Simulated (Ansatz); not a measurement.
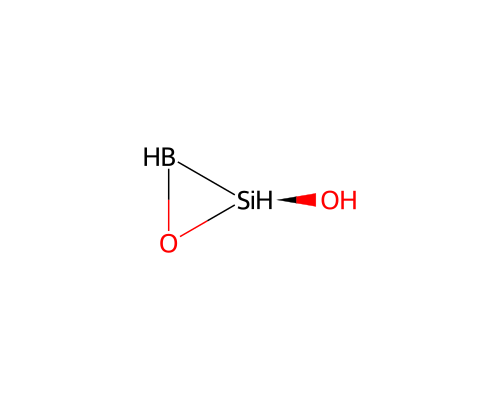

Structural formula above. Computed geometry: PBE-D4/def2-SVP optimisation. No frequency run is at hand to confirm it as a minimum.

What does the molecule look like in three dimensions?

The molecule is BH₃O₂Si. Its SMILES string is `O[Si@@H]1BO1`. Independent rings (smallest set): 1 of 3 members. Among its groups: Si–H bond, Si–O bond, B–H bond. The point group is C1. Coordination, clear cases only: 1 O bent; 1 B T-shaped.

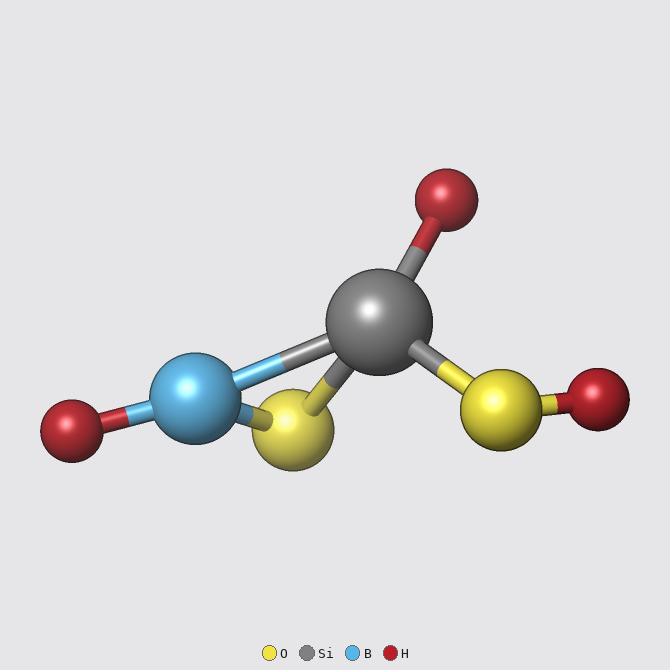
